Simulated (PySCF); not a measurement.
**revPBE/cc-pVDZ run of CH5BN2 (SMILES NC1BN1)**

What is the energy change on altering one bond length of CH5BN2 at revPBE/cc-pVDZ? 

Program for the calculation: PySCF 2.14.0.

1 further run of the same task is left out (set aside as unsound or not needed).

## 1. The molecule

CH5BN2: 9 atoms, total charge 0, spin state singlet. SMILES: `NC1BN1`. The coordinates come from a PBE0-D4/def2-TZVP relaxation. This is one conformer, not always the lowest.

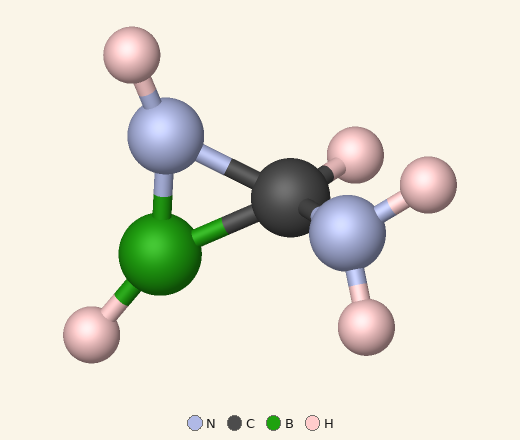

The structure, seen from a chosen angle (nitrogen light blue, carbon dark grey, boron green, hydrogen pink).

## 2. The energy at revPBE/cc-pVDZ

Contents of start.xyz:

```xyz
9

N      0.142900     1.194400    -0.640600
C     -0.364200    -0.077200    -0.222300
B      0.591200    -1.194100     0.303200
N     -0.130500    -0.469900     1.171500
H      0.784000     1.117400    -1.417000
H     -0.589900     1.842600    -0.892400
H     -1.366400    -0.317200    -0.582700
H      1.414200    -2.039000     0.194700
H     -0.392800    -0.103200     2.068300
```

Contents of job.py:

```python
from pyscf import gto, dft

mol = gto.M(
    atom='start.xyz',
    verbose=4,
    max_memory=1860,
    basis='cc-pvdz',
    spin=0,
)

ks = dft.RKS(mol)
ks.xc = 'revpbe'
ks.grids.level = 5
ks.conv_tol = 1e-10
ks.kernel()
if not ks.converged:
    ks = ks.newton().run(ks.mo_coeff, ks.mo_occ)

e_tot = ks.e_tot
print('E = %.10f Eh' % e_tot)
```

Started as:

```
$ OMP_NUM_THREADS=1 python job.py
```

What it wrote:

```text
PySCF version 2.14.0

[INPUT] num. atoms = 9
[INPUT] num. electrons = 30
[INPUT] charge = 0
[INPUT] spin (= nelec alpha-beta = 2S) = 0
[INPUT] symmetry False subgroup None
[INPUT] Mole.unit = angstrom
[INPUT] Symbol           X                Y                Z      unit          X                Y                Z       unit  Magmom
[INPUT]  1 N      0.142900000000   1.194400000000  -0.640600000000 AA    0.270041863200   2.257088883181  -1.210558555396 Bohr   0.0
[INPUT]  2 C     -0.364200000000  -0.077200000000  -0.222300000000 AA   -0.688238254567  -0.145886856816  -0.420086117491 Bohr   0.0
[INPUT]  3 B      0.591200000000  -1.194100000000   0.303200000000 AA    1.117206084843  -2.256521965343   0.572964960968 Bohr   0.0
[INPUT]  4 N     -0.130500000000  -0.469900000000   1.171500000000 AA   -0.246609259256  -0.887982305933   2.213814154928 Bohr   0.0
[INPUT]  5 H      0.784000000000   1.117400000000  -1.417000000000 AA    1.481545281659   2.111579971589  -2.677741918509 Bohr   0.0
[INPUT]  6 H     -0.589900000000   1.842600000000  -0.892400000000 AA   -1.114749440881   3.482009357124  -1.686391593562 Bohr   0.0
[INPUT]  7 H     -1.366400000000  -0.317200000000  -0.582700000000 AA   -2.582121776606  -0.599421126712  -1.101143412784 Bohr   0.0
[INPUT]  8 H      1.414200000000  -2.039000000000   0.194700000000 AA    2.672450685360  -3.853151567988   0.367929676453 Bohr   0.0
[INPUT]  9 H     -0.392800000000  -0.103200000000   2.068300000000 AA   -0.742284421729  -0.195019736055   3.908520543438 Bohr   0.0

nuclear repulsion = 109.448343767593
number of shells = 35
number of NR pGTOs = 139
number of NR cGTOs = 81
basis = cc-pvdz
ecp = {}

******** <class 'pyscf.dft.rks.RKS'> ********
method = RKS
initial guess = minao
damping factor = 0
level_shift factor = 0
DIIS = <class 'pyscf.scf.diis.CDIIS'>
diis_start_cycle = 1
diis_space = 8
diis_damp = 0
SCF conv_tol = 1e-10
SCF conv_tol_grad = None
SCF max_cycles = 50
direct_scf = True
direct_scf_tol = 1e-13
XC library pyscf.dft.libxc version 7.0.0
    S. Lehtola, C. Steigemann, M. J.T. Oliveira, and M. A.L. Marques.,  SoftwareX 7, 1–5 (2018)
XC functionals = revpbe
    Y. Zhang and W. Yang.,  Phys. Rev. Lett. 80, 890 (1998)
    J. P. Perdew, K. Burke, and M. Ernzerhof.,  Phys. Rev. Lett. 77, 3865 (1996)
    J. P. Perdew, K. Burke, and M. Ernzerhof.,  Phys. Rev. Lett. 78, 1396 (1997)
radial grids:
    Treutler-Ahlrichs [JCP 102, 346 (1995); DOI:10.1063/1.469408] (M4) radial grids

becke partition: Becke, JCP 88, 2547 (1988); DOI:10.1063/1.454033
pruning grids: <function nwchem_prune>
grids dens level: 5
symmetrized grids: False
atomic radii adjust function: <function treutler_atomic_radii_adjust>
small_rho_cutoff = 0
Set gradient conv threshold to 1e-05
Initial guess from minao.
tot grids = 288064
init E= -175.824282524312
  HOMO = -0.289618804644117  LUMO = -0.0836080420061691  gap/eV = 5.60584
cycle= 1 E= -175.324423044449  delta_E=  0.5  |g|= 0.504  |ddm|= 2.85
  HOMO = -0.0810771488089896  LUMO = 0.0459761125531744  gap/eV = 3.45730
cycle= 2 E= -175.232242649723  delta_E= 0.0922  |g|= 0.811  |ddm|= 1.31
  HOMO = -0.186002585565328  LUMO = -0.00390666292439112  gap/eV = 4.95508
cycle= 3 E= -175.383547737523  delta_E= -0.151  |g|= 0.132  |ddm|= 0.853
  HOMO = -0.186262925086797  LUMO = -0.010613207411732  gap/eV = 4.77967
cycle= 4 E= -175.38796449471  delta_E= -0.00442  |g|= 0.049  |ddm|= 0.145
  HOMO = -0.182808983225703  LUMO = -0.011627348191376  gap/eV = 4.65809
cycle= 5 E= -175.388461518449  delta_E= -0.000497  |g|= 0.0157  |ddm|= 0.0447
  HOMO = -0.184172648829994  LUMO = -0.010177660819207  gap/eV = 4.73464
cycle= 6 E= -175.38851891906  delta_E= -5.74e-05  |g|= 0.00279  |ddm|= 0.0167
  HOMO = -0.184063860649293  LUMO = -0.0104505384503932  gap/eV = 4.72426
cycle= 7 E= -175.388521094611  delta_E= -2.18e-06  |g|= 0.000438  |ddm|= 0.00333
  HOMO = -0.184073284577985  LUMO = -0.0104412007150914  gap/eV = 4.72477
cycle= 8 E= -175.388521144621  delta_E= -5e-08  |g|= 0.000149  |ddm|= 0.000643
  HOMO = -0.1840784278263  LUMO = -0.0104384091599701  gap/eV = 4.72499
cycle= 9 E= -175.388521148724  delta_E= -4.1e-09  |g|= 7.27e-05  |ddm|= 0.000184
  HOMO = -0.18407978791877  LUMO = -0.0104407877528057  gap/eV = 4.72496
cycle= 10 E= -175.388521150003  delta_E= -1.28e-09  |g|= 6.39e-06  |ddm|= 6.92e-05
  HOMO = -0.184080463901386  LUMO = -0.010441601453135  gap/eV = 4.72495
cycle= 11 E= -175.388521150013  delta_E= -1.05e-11  |g|= 2.5e-06  |ddm|= 8.89e-06
  HOMO = -0.184079695057247  LUMO = -0.0104409209387817  gap/eV = 4.72495
Extra cycle  E= -175.388521150011  delta_E= 2.33e-12  |g|= 3.72e-06  |ddm|= 5.67e-06
converged SCF energy = -175.388521150011
E = -175.3885211500 Eh
```

It took 18 s on 1 thread of Intel Xeon at 2.70GHz, shared host; peak memory 0.4 GiB.

## 3. The distorted shape at the same level

Contents of job.py:

```python
from pyscf import gto, dft

mol = gto.M(
    atom='''
N    0.362742   0.999938  -0.565059
C   -0.144358  -0.271662  -0.146759
B    0.811042  -1.388562   0.378741
N    0.089342  -0.664362   1.247041
H    1.003842   0.922938  -1.341459
H   -0.589900   1.842600  -0.892400
H   -1.146558  -0.511662  -0.507159
H    1.634042  -2.233462   0.270241
H   -0.172958  -0.297662   2.143841
''',
    basis='cc-pvdz',
    max_memory=1860,
    charge=0,
    verbose=4,
)

myscf = dft.RKS(mol)
myscf.xc = 'revpbe'
myscf.grids.level = 5
myscf.conv_tol = 1e-10
myscf.kernel()
if not myscf.converged:
    myscf = myscf.newton().run(myscf.mo_coeff, myscf.mo_occ)

e_final = myscf.e_tot
print('E = %.10f Eh' % e_final)
```

Started as:

```
$ OMP_NUM_THREADS=1 python job.py
```

What it wrote:

```text
PySCF version 2.14.0

[INPUT] num. atoms = 9
[INPUT] num. electrons = 30
[INPUT] charge = 0
[INPUT] spin (= nelec alpha-beta = 2S) = 0
[INPUT] symmetry False subgroup None
[INPUT] Mole.unit = angstrom
[INPUT] Symbol           X                Y                Z      unit          X                Y                Z       unit  Magmom
[INPUT]  1 N      0.362742000000   0.999938000000  -0.565059000000 AA    0.685483033877   1.889608961545  -1.067806754221 Bohr   0.0
[INPUT]  2 C     -0.144358000000  -0.271662000000  -0.146759000000 AA   -0.272797083890  -0.513366778452  -0.277334316315 Bohr   0.0
[INPUT]  3 B      0.811042000000  -1.388562000000   0.378741000000 AA    1.532647255519  -2.624001886978   0.715716762144 Bohr   0.0
[INPUT]  4 N      0.089342000000  -0.664362000000   1.247041000000 AA    0.168831911421  -1.255462227568   2.356565956104 Bohr   0.0
[INPUT]  5 H      1.003842000000   0.922938000000  -1.341459000000 AA    1.896986452336   1.744100049954  -2.534990117333 Bohr   0.0
[INPUT]  6 H     -0.589900000000   1.842600000000  -0.892400000000 AA   -1.114749440881   3.482009357124  -1.686391593562 Bohr   0.0
[INPUT]  7 H     -1.146558000000  -0.511662000000  -0.507159000000 AA   -2.166680605929  -0.966901048347  -0.958391611608 Bohr   0.0
[INPUT]  8 H      1.634042000000  -2.233462000000   0.270241000000 AA    3.087891856037  -4.220631489623   0.510681477629 Bohr   0.0
[INPUT]  9 H     -0.172958000000  -0.297662000000   2.143841000000 AA   -0.326843251053  -0.562499657690   4.051272344614 Bohr   0.0

nuclear repulsion = 108.231898902622
number of shells = 35
number of NR pGTOs = 139
number of NR cGTOs = 81
basis = cc-pvdz
ecp = {}

******** <class 'pyscf.dft.rks.RKS'> ********
method = RKS
initial guess = minao
damping factor = 0
level_shift factor = 0
DIIS = <class 'pyscf.scf.diis.CDIIS'>
diis_start_cycle = 1
diis_space = 8
diis_damp = 0
SCF conv_tol = 1e-10
SCF conv_tol_grad = None
SCF max_cycles = 50
direct_scf = True
direct_scf_tol = 1e-13
XC library pyscf.dft.libxc version 7.0.0
    S. Lehtola, C. Steigemann, M. J.T. Oliveira, and M. A.L. Marques.,  SoftwareX 7, 1–5 (2018)
XC functionals = revpbe
    Y. Zhang and W. Yang.,  Phys. Rev. Lett. 80, 890 (1998)
    J. P. Perdew, K. Burke, and M. Ernzerhof.,  Phys. Rev. Lett. 77, 3865 (1996)
    J. P. Perdew, K. Burke, and M. Ernzerhof.,  Phys. Rev. Lett. 78, 1396 (1997)
radial grids:
    Treutler-Ahlrichs [JCP 102, 346 (1995); DOI:10.1063/1.469408] (M4) radial grids

becke partition: Becke, JCP 88, 2547 (1988); DOI:10.1063/1.454033
pruning grids: <function nwchem_prune>
grids dens level: 5
symmetrized grids: False
atomic radii adjust function: <function treutler_atomic_radii_adjust>
small_rho_cutoff = 0
Set gradient conv threshold to 1e-05
[... 1 set-up line as earlier in the session ...]
tot grids = 288064
init E= -175.70786139792
  HOMO = -0.276218905711891  LUMO = -0.0856370133282316  gap/eV = 5.18600
cycle= 1 E= -175.288284380833  delta_E= 0.42  |g|= 0.49  |ddm|= 2.82
  HOMO = -0.0825046727089722  LUMO = 0.0243157704566324  gap/eV = 2.90673
cycle= 2 E= -175.142762723662  delta_E= 0.146  |g|= 0.899  |ddm|=  1.4
  HOMO = -0.187091756696513  LUMO = -0.0209375266354592  gap/eV = 4.52129
cycle= 3 E= -175.349220545283  delta_E= -0.206  |g|= 0.124  |ddm|= 0.973
  HOMO = -0.18271637041757  LUMO = -0.024029205984347  gap/eV = 4.31810
cycle= 4 E= -175.353127896745  delta_E= -0.00391  |g|= 0.0457  |ddm|= 0.148
  HOMO = -0.181171022701649  LUMO = -0.0233084458671335  gap/eV = 4.29566
cycle= 5 E= -175.353555780308  delta_E= -0.000428  |g|= 0.0233  |ddm|= 0.0481
  HOMO = -0.1829676886259  LUMO = -0.022990143812307  gap/eV = 4.35321
cycle= 6 E= -175.353672918229  delta_E= -0.000117  |g|= 0.00522  |ddm|= 0.0219
  HOMO = -0.182626120165881  LUMO = -0.0231224838928035  gap/eV = 4.34032
cycle= 7 E= -175.353679852806  delta_E= -6.93e-06  |g|= 0.000964  |ddm|= 0.00605
  HOMO = -0.182654354387582  LUMO = -0.0231446586092829  gap/eV = 4.34048
cycle= 8 E= -175.353680038778  delta_E= -1.86e-07  |g|= 0.00037  |ddm|= 0.00107
  HOMO = -0.182668376038795  LUMO = -0.0231493950097712  gap/eV = 4.34073
cycle= 9 E= -175.353680072124  delta_E= -3.33e-08  |g|= 9.33e-05  |ddm|= 0.000409
  HOMO = -0.182670788870914  LUMO = -0.0231489819387818  gap/eV = 4.34081
cycle= 10 E= -175.353680074522  delta_E= -2.4e-09  |g|= 9.19e-06  |ddm|= 0.000118
  HOMO = -0.182671189219772  LUMO = -0.0231495729087827  gap/eV = 4.34080
cycle= 11 E= -175.353680074542  delta_E= -2.05e-11  |g|= 3.94e-06  |ddm|= 1.55e-05
  HOMO = -0.182670082367029  LUMO = -0.023148968373063  gap/eV = 4.34079
Extra cycle  E= -175.353680074536  delta_E= 6.2e-12  |g|= 6.61e-06  |ddm|= 1.05e-05
converged SCF energy = -175.353680074536
E = -175.3536800745 Eh
```

Wall time 18 s (1 thread of Intel Xeon at 2.70GHz, shared host); peak memory 0.4 GiB.

## 4. What came out

Level: revPBE/cc-pVDZ.

| quantity | value |
| --- | --- |
| first shape: total energy | -175.38852 Eh |
| first shape: dipole moment | 1.23 D |
| first shape: HOMO energy | -5.01 eV |
| first shape: LUMO energy | -0.28 eV |
| first shape: HOMO–LUMO gap | 4.72 eV |
| distorted shape: total energy | -175.35368 Eh |
| distorted shape: dipole moment | 1.07 D |
| distorted shape: HOMO energy | -4.97 eV |
| distorted shape: LUMO energy | -0.63 eV |
| distorted shape: HOMO–LUMO gap | 4.34 eV |
| energy change with the N1–H6 bond stretched from 1.010 to 1.313 Å | 0.948 eV |

With the N1–H6 bond stretched from 1.010 to 1.313 Å the energy rises by 0.95 eV (21.9 kcal/mol). The first shape isn't relaxed at this level, so the change isn't measured from a minimum. Mulliken charges (distorted shape) run from -0.25 on N1 to +0.10 on H6; they depend strongly on the basis.
